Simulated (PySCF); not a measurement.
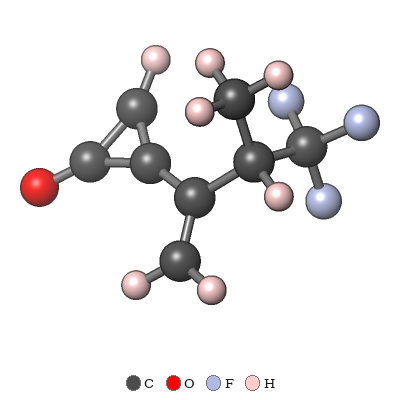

Structure of C₈H₇F₃O, SMILES C=C(c1cc1=O)[C@H](C)C(F)(F)F.

Simulated rotational absorption lines between 26 and 40 GHz at 1.5 K: rigid rotor with the equilibrium constants and dipole of one optimised conformer (PBE0-D3(BJ)/def2-SVP, PySCF), commonest isotopes; no centrifugal distortion, hyperfine structure, internal rotation or nuclear-spin weights; lines within 1 MHz of each other are summed. Lines of different type are drawn apart.

Q: What are the rotational constants, and what kind of rotor is it?

A: Rotational constants A, B, C = 1.684, 0.5837, 0.5559 GHz; Ray's κ = −0.95, a near-prolate asymmetric top.

Q: Which dipole components drive the lines?

A:
|μa|, |μb|, |μc| = 3.20, 1.48, 2.08 D; c-type lines carry 67 % of the intensity in this range.

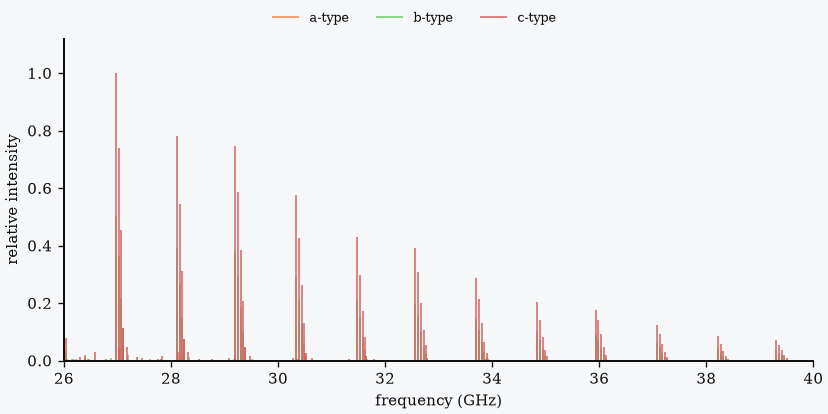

Note: coarse grid, loose stop and no frequency check, small forces are noise and the end may be a saddle.
